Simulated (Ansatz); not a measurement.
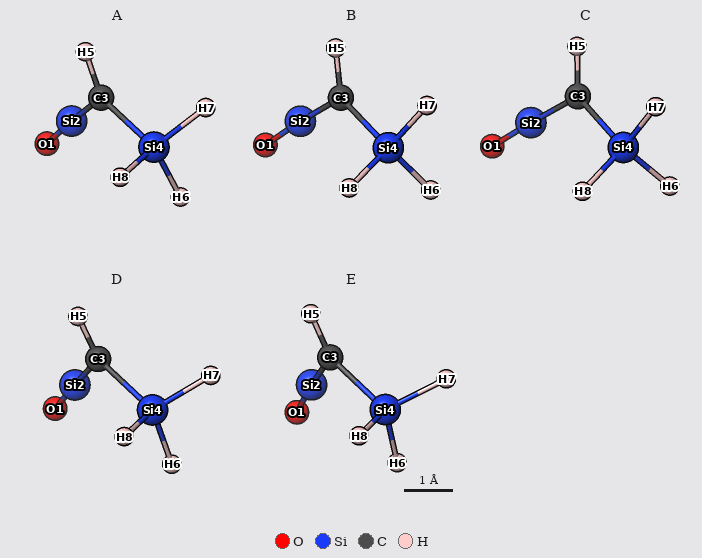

5 geometries from one relaxation of CH4OSi2, in shuffled order. The picture is a ball-and-stick view, seen from a free direction.

All numbers below come from RKS PBE0-D4/def2-TZVP in Ansatz 0.2.0. (force threshold 0.005 eV/Å; at most 200 steps)

Q: Order the frames from highest to lowest energy.

A: C, B, A, D, E. They are steps 0, 5, 8, 10, 21, at +0.206 eV, +0.084 eV, +0.033 eV, +0.016 eV relative to the last. Over 20 accepted moves (21 points after the start) the energy falls by 0.206 eV. The largest force component goes from 2.3 to 0.0019 eV/Å. The line search rejected the trial step at point 20 of the run. H6 moves most after the best rigid fit: 0.91 Å. Largest moves by element: H 0.91 Å, O 0.84 Å, C 0.39 Å, Si 0.32 Å. Among the contacts that change: Si2–Si4 3.236 → 2.918 Å, Si2–C3 1.752 → 1.682 Å, C3–Si4 1.879 → 1.836 Å, Si4–H6 1.472 → 1.496 Å. Among the angles between lasting bonds that change: Si2–C3–Si4 126.0° → 112.0°, Si4–C3–H5 116.9° → 126.5°, C3–Si4–H6 111.1° → 105.1°. Groups turn about C3–Si4 by about 55°.
